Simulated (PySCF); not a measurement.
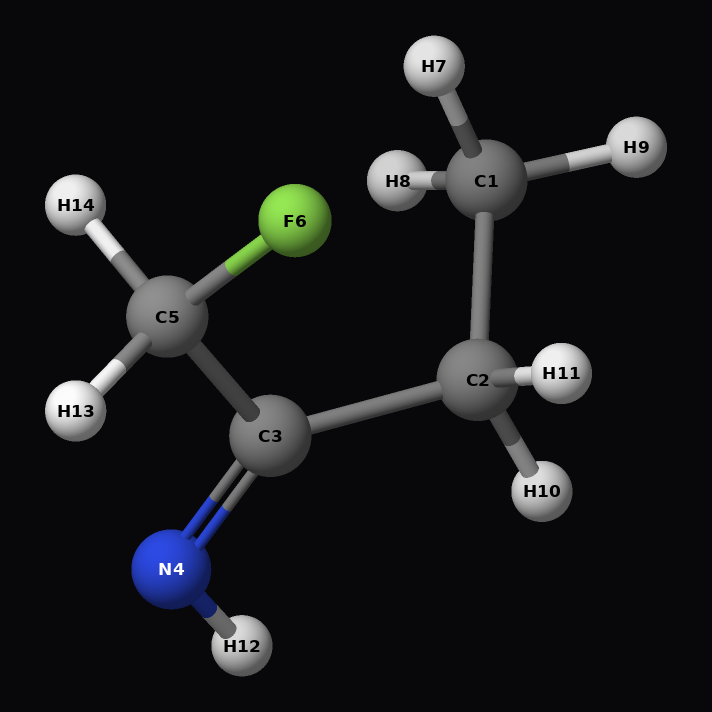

The geometry was computed by an optimisation with GFN2-xTB. No frequency run is at hand to confirm it as a minimum. Electric field gradients from the ground-state density, PBE0/pcSseg-1 (PySCF 2.14.0), non-relativistic apart from any core potentials.

Give the largest field-gradient component, the quadrupole coupling constant and the asymmetry for 14N at N4 (Q = 20.44 mb), 2H at H7 (Q = 2.86 mb), 2H at H8 (Q = 2.86 mb).

| atom | V_zz (a.u.) | e²qQ/h (MHz) | η |
| --- | --- | --- | --- |
| N4 | −1.000 | −4.80 | 0.27 |
| H7 | 0.313 | 0.210 | 0.02 |
| H8 | 0.312 | 0.209 | 0.03 |
